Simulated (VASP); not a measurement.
Band structure of As₂Se₃ (space group P-3m1). All values below come from PBE GGA, VASP's PBE PAW potentials (set 64) (plane waves; VASP 6.6.1).

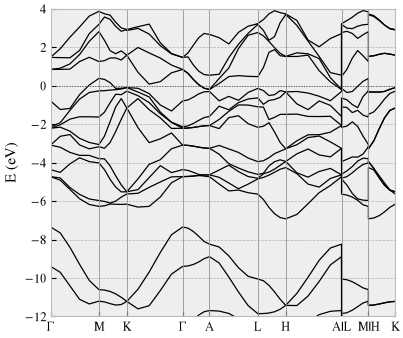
Bands along high-symmetry lines, zero at the valence-band maximum or, without a gap, the Fermi level

**Question.** Read the plot: is there a gap, and where are the band edges?

**Answer.** It has no gap at this level: it comes out as a metal or semimetal.

The structure was generated: As2Se3 was put into an ordered model structure, which need not be its known phase. The cell was not relaxed at this level. The k-mesh is coarse (spacing up to 0.42 per Å, 2π included), so the numbers may not be converged in it.
